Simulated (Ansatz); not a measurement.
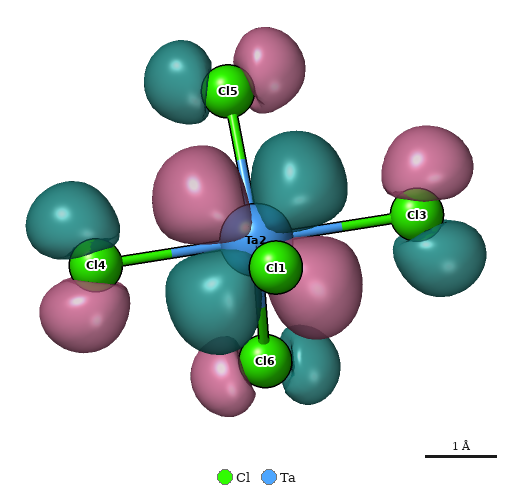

*Cl5Ta (SMILES Cl[Ta](Cl)(Cl)(Cl)Cl). The LUMO at ±0.1 Å⁻³ᐟ² (teal and pink are the two phases), seen at an oblique angle.*

Geometry: PBE0-D4/def2-TZVP; core potentials replace the inner electrons of Ta.

Level of theory: isolated molecule in a Gaussian basis; Kohn-Sham density functional theory, functional RPBE (Ansatz 0.2.0).

Input file:

```
crystal:
  periodic: [false, false, false]
  atoms:
    - symbol: Cl
      position_ang: [-0.945870, -1.732280, 1.129070]
    - symbol: Ta
      position_ang: [-0.000010, 0.000020, -0.000000]
    - symbol: Cl
      position_ang: [0.088620, -1.299730, -1.919800]
    - symbol: Cl
      position_ang: [-0.088890, 1.299790, 1.919770]
    - symbol: Cl
      position_ang: [2.262070, 0.225440, -0.048090]
    - symbol: Cl
      position_ang: [-1.315920, 1.506750, -1.080940]
basis:
  gaussian: {orbitals: def2-mTZVPP, fitting: {mean_field: x2c-jfit}}
hamiltonian: {xc: {name: RPBE, exx: 0.15}}
accuracy: high
output: {forces: true, orbitals: {seedname: orbitals}}
```

Command:

```sh
ansatz run in.yaml --threads 1 --pin off --max-ram 3480MiB --events-out events.jsonl --progress --plain --runs-dir runs
```

**Describe this orbital and give its energy.**

By Hirshfeld shares it lies mainly on Ta2 (about 60 %), Cl3 (about 10 %) and Cl4 (about 10 %). It is one of a degenerate set, so its orientation is arbitrary. Its energy is −3.98 eV.
